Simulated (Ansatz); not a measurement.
# SiNH3ClO (SMILES [NH][SiH](O)Cl): U-wB97M-V/def2-SVP

Aim: the energy change on altering one bond length of SiNH3ClO at U-wB97M-V/def2-SVP, from 2 runs. 

The calculation is run with Ansatz 0.2.0.

127 further runs of the same task are left out: 1 that didn't finish, 126 set aside as unsound or not needed. Runs told in other sessions of the task aren't counted.

## 1. The system as given

The species is SiNH3ClO (7 atoms), meant as a doublet with charge 0. As SMILES, `[NH][SiH](O)Cl`. Geometry: relaxed at PBE0-D4/def2-TZVP. This is one conformer, not always the lowest.

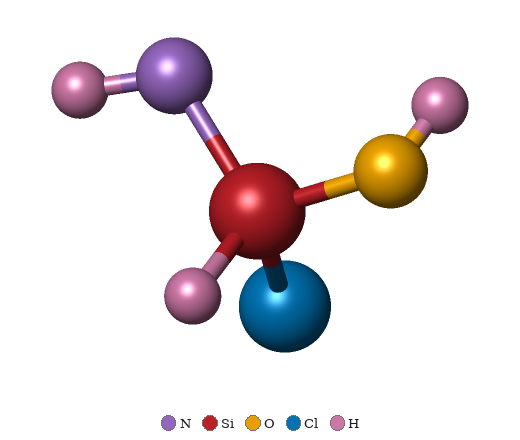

The structure, seen from a chosen angle (nitrogen purple, silicon red, oxygen amber, chlorine blue, hydrogen pink).

## 2. A single-point energy at U-wB97M-V/def2-SVP

The input, molecule.yaml:

```yaml
crystal:
  periodic: [false, false, false]
  atoms:
    - {symbol: N, position_ang: [-0.309900, 1.111500, -0.879100]}
    - {symbol: Si, position_ang: [-0.073900, -0.114300, 0.330400]}
    - {symbol: O, position_ang: [1.465600, -0.630300, 0.304800]}
    - {symbol: Cl, position_ang: [-1.390000, -1.593900, -0.221000]}
    - {symbol: H, position_ang: [-1.151500, 1.677300, -0.756300]}
    - {symbol: H, position_ang: [-0.348600, 0.280200, 1.724700]}
    - {symbol: H, position_ang: [1.869600, -0.798400, -0.549200]}
basis:
  gaussian:
    orbitals: def2-SVP
magnetization:
  spin_polarized: true
  initial_magnetization: 1
hamiltonian:
  xc: {name: wB97M-V}
accuracy: high
output: {orbitals: {seedname: orbitals}}
```

Command:

```
ansatz run molecule.yaml --threads 1 --pin off --max-ram 3480MiB --events-out events.jsonl --progress --plain --runs-dir runs
```

Log:

```text
Warning: RAYON_NUM_THREADS=1 ignored (pool sized by the plan → 1); use --threads N
Functional definition: wB97M-V
  name "wB97M-V"
  parameter omega = 0.3/bohr
  parameter cx = 0.15
  parameter cx01 = 1.007
  parameter cx10 = 0.259
  parameter css00 = 0.443
  parameter css04 = -1.437
  parameter css10 = -4.535
  parameter css20 = -3.390
  parameter css43 = 4.278
  parameter cos00 = 1.000
  parameter cos10 = 1.358
  parameter cos20 = 2.924
  parameter cos21 = -8.812
  parameter cos60 = -1.390
  parameter cos61 = 9.142
  parameter b = 6.0
  parameter c = 0.01
  gx(w, u) = 1 - cx + cx01*u + cx10*w
  gss(w, u) = css00 + css04*u^4 + css10*w + css20*w^2 + css43*w^4*u^3
  gos(w, u) = cos00 + cos10*w + (cos20 + cos21*u)*w^2 + (cos60 + cos61*u)*w^6
  exchange = spin_sum(e_x_unif_sr(omega)*gx(b97_w, b97_u_x)) + cx*exact_x_sr(omega) + exact_x_lr(omega)
  correlation = spin_sum(e_c_pw_mod_same_spin*gss(b97_w, b97_u_same))
      + integral(e_c_pw_mod_opposite_spin*gos(b97_w_opposite, b97_u_opposite)) + vv10(b, c)
1659 factors; integrals over basis functions are off by at most 4.1e-9 eV
322 factors; integrals over basis functions are off by at most 2.4e-9 eV
mean field evaluation 1: about -23970.5525 eV, gradient 3.5e1 eV
mean field evaluation 2: about -23970.7973 eV, gradient 3.6e1 eV
mean field evaluation 4: about -23975.6316 eV, gradient 1.7e0 eV
mean field evaluation 8: about -23975.7643 eV, gradient 2.1e-1 eV
mean field evaluation 16: about -23975.7658 eV, gradient 1.4e-2 eV
mean field evaluation 32: about -23975.7658 eV, gradient 4.1e-7 eV
mean field -23975.76582289 eV, -881.0931426333 hartree, gradient 7.5e-8 eV, S^2 0.752947; 2 other end points of the search recorded, 0 dependent functions left out
reference -23975.76582658 eV, -881.0931427691 hartree; 25, 24 occupied and 54, 55 virtual orbitals, 1659 factors
Total energy: -23975.76582658 eV, -881.0931427691 hartree
```

Run time: 2.5 min. Hardware: 1 thread of Arm Neoverse V1, shared host; peak memory 0.92 GiB.

## 3. The distorted shape, same level

The input, input.yaml:

```yaml
crystal:
  periodic: [false, false, false]
  atoms:
    - symbol: "N"
      position_ang: [0.110918, 0.828588, -0.940503]
    - symbol: Si
      position_ang: [0.346918, -0.397212, 0.268997]
    - symbol: O
      position_ang: [1.886418, -0.913212, 0.243397]
    - symbol: Cl
      position_ang: [-0.969182, -1.876812, -0.282403]
    - symbol: H
      position_ang: [-1.151500, 1.677300, -0.756300]
    - symbol: H
      position_ang: [0.072218, -0.002712, 1.663297]
    - symbol: H
      position_ang: [2.290418, -1.081312, -0.610603]
basis:
  gaussian: {orbitals: def2-SVP}
magnetization: {spin_polarized: true, initial_magnetization: 1}
hamiltonian: {xc: {name: wB97M-V}}
accuracy: high
output: {orbitals: {seedname: orbitals}}
```

Command:

```
ansatz run input.yaml --threads 1 --pin off --max-ram 3480MiB --events-out events.jsonl --progress --plain --runs-dir runs
```

Log:

```text
Warning: RAYON_NUM_THREADS=1 ignored (pool sized by the plan → 1); use --threads N
Functional definition: wB97M-V
  name "wB97M-V"
  parameter omega = 0.3/bohr
  parameter cx = 0.15
  parameter cx01 = 1.007
  parameter cx10 = 0.259
  parameter css00 = 0.443
  parameter css04 = -1.437
  parameter css10 = -4.535
  parameter css20 = -3.390
  parameter css43 = 4.278
  parameter cos00 = 1.000
  parameter cos10 = 1.358
  parameter cos20 = 2.924
  parameter cos21 = -8.812
  parameter cos60 = -1.390
  parameter cos61 = 9.142
  parameter b = 6.0
  parameter c = 0.01
  gx(w, u) = 1 - cx + cx01*u + cx10*w
  gss(w, u) = css00 + css04*u^4 + css10*w + css20*w^2 + css43*w^4*u^3
  gos(w, u) = cos00 + cos10*w + (cos20 + cos21*u)*w^2 + (cos60 + cos61*u)*w^6
  exchange = spin_sum(e_x_unif_sr(omega)*gx(b97_w, b97_u_x)) + cx*exact_x_sr(omega) + exact_x_lr(omega)
  correlation = spin_sum(e_c_pw_mod_same_spin*gss(b97_w, b97_u_same))
      + integral(e_c_pw_mod_opposite_spin*gos(b97_w_opposite, b97_u_opposite)) + vv10(b, c)
1660 factors; integrals over basis functions are off by at most 6.3e-9 eV
328 factors; integrals over basis functions are off by at most 2.2e-9 eV
mean field evaluation 1: about -23968.6894 eV, gradient 3.4e1 eV
mean field evaluation 2: about -23968.2948 eV, gradient 3.7e1 eV
mean field evaluation 4: about -23973.4453 eV, gradient 1.1e0 eV
mean field evaluation 8: about -23973.5564 eV, gradient 1.7e-1 eV
mean field evaluation 16: about -23973.5584 eV, gradient 6.5e-3 eV
mean field evaluation 32: about -23973.5584 eV, gradient 8.7e-6 eV
mean field -23973.55840155 eV, -881.0120213956 hartree, gradient 9.5e-8 eV, S^2 0.766195; 2 other end points of the search recorded, 0 dependent functions left out
reference -23973.55840537 eV, -881.0120215356 hartree; 25, 24 occupied and 54, 55 virtual orbitals, 1660 factors
Total energy: -23973.55840537 eV, -881.0120215356 hartree
```

It took 3.1 min on 1 thread of Arm Neoverse V1, shared host; peak memory 0.91 GiB.

## 4. Outcome

At U-wB97M-V/def2-SVP:

```
                                                         quantity          value
                                        first shape: total energy  -881.09314 Eh
                  first shape: HOMO energy (highest over α and β)      -10.39 eV
                   first shape: LUMO energy (lowest over α and β)       -1.34 eV
                                                first shape: ⟨S²⟩          0.753
                                    distorted shape: total energy  -881.01202 Eh
              distorted shape: HOMO energy (highest over α and β)      -10.25 eV
               distorted shape: LUMO energy (lowest over α and β)       -1.21 eV
                                            distorted shape: ⟨S²⟩          0.766
energy change with the N1–H5 bond stretched from 1.022 to 1.532 Å       2.207 eV
```

In words: With the N1–H5 bond stretched from 1.022 to 1.532 Å the energy rises by 2.21 eV (51 kcal/mol). The first shape isn't relaxed at this level, so the change isn't measured from a minimum.
